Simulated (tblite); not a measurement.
# Geometry relaxation of C4H6AlCl4N (part 3 of 3)

The same run, continued: C4H6AlCl4N; GFN2-xTB geometry optimisation, gas phase (tblite 0.8.0). It belongs to a series of runs on one base structure; here: H on Al replaced by CCl3.

Geometry of the input (Å):
```
C  3.3666  0.5698  -0.5338
C  1.9151  0.3150  -0.4946
N  0.7918  0.1001  -0.4431
Al -1.0539  -0.2174  -0.3890
C  -1.3825  -1.9413  0.5831
Cl -1.8528  -0.3698  -2.4405
C  -1.9546  1.2690  0.5826
Cl -3.6992  0.9646  0.6589
Cl -1.3039  1.3746  2.2400
Cl -1.6587  2.7936  -0.2656
H  3.6838  0.6355  -1.5922
H  3.5726  1.5278  -0.0167
H  3.8960  -0.2501  -0.0162
H  -0.8768  -2.7672  0.0287
H  -2.4759  -2.1242  0.6243
H  -0.9753  -1.8709  1.6169
```

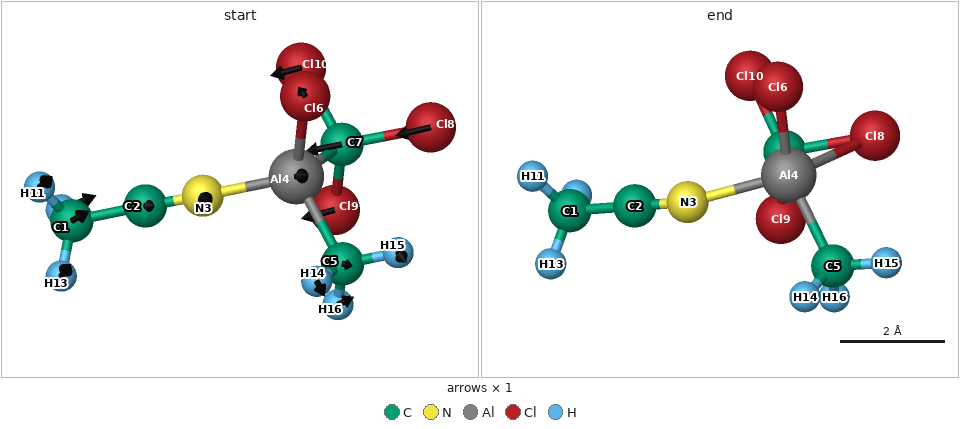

**Figure 1.** Before (left) and after (right) the relaxation, at one scale (ball-and-stick view, seen at a tilt). The black arrows give the displacements, at true length. H12 moves most after the best rigid fit: 0.75 Å. Largest moves by element: H 0.75 Å, C 0.73 Å, Cl 0.71 Å, N 0.54 Å, Al 0.45 Å. Distances before and after: Al4–Cl8 3.081 → 2.504 Å, Al4–Cl6 2.207 → 2.032 Å, N3–Al4 1.874 → 2.030 Å, Al4–C7 1.991 → 2.112 Å. Among the angles that change: Al4–C7–Cl8 109.8° → 79.1°, C5–Al4–Cl6 109.4° → 134.3°, N3–Al4–C7 109.5° → 85.4°. After 135 geometry steps the energy has fallen by 0.876 eV. Largest force component: 2.4 eV/Å at the start, 0.007 eV/Å at the end. (Atoms are counted from 1 in the order of the input.)

Results in brief

- outcome: converged
- total energy: −921.7205 eV
- wall time: 3.5 s
- peak memory: 0.18 GiB
